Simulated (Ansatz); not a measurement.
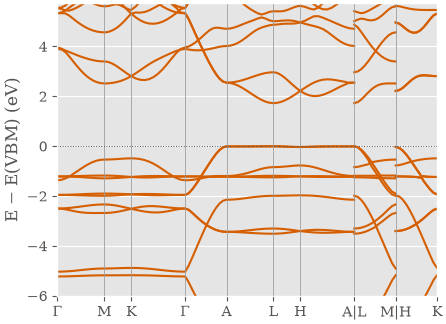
Figure: Band structure from plane-wave PAW r²SCAN (Ansatz code)

Question: Read off the gap and where the band edges lie.

Answer: About 1.7 eV (1.73 eV by a search for the band edges); maximum at L, minimum at L.

Question: Which compound is it?
A. Ho2CF2, P-3m1 (Ho on 2d, C on 1a, F on 2d)
B. Rb2PdC2, P-3m1 (C on 2c, Rb on 2d, Pd on 1a)
C. MgZn2O3, P-3m1 (Mg on 1a, Zn on 2d, O on 2d, O on 1b)
D. Ce2SeN2, P-3m1 (Ce on 2d, Se on 1a, N on 2d)

Answer: B, Rb2PdC2, P-3m1 (C on 2c, Rb on 2d, Pd on 1a)

The workflow started from an entry of the Crystallography Open Database (COD). Whether it is the stable phase at ambient conditions was not checked. Symmetry was held in the r²SCAN relaxation; whether a distortion lowers the energy is not shown. The run is not spin-polarised. Scalar-relativistic: spin–orbit coupling is off unless named, which matters more the heavier the elements.

Potentials: the later of the program's two PAW sets.
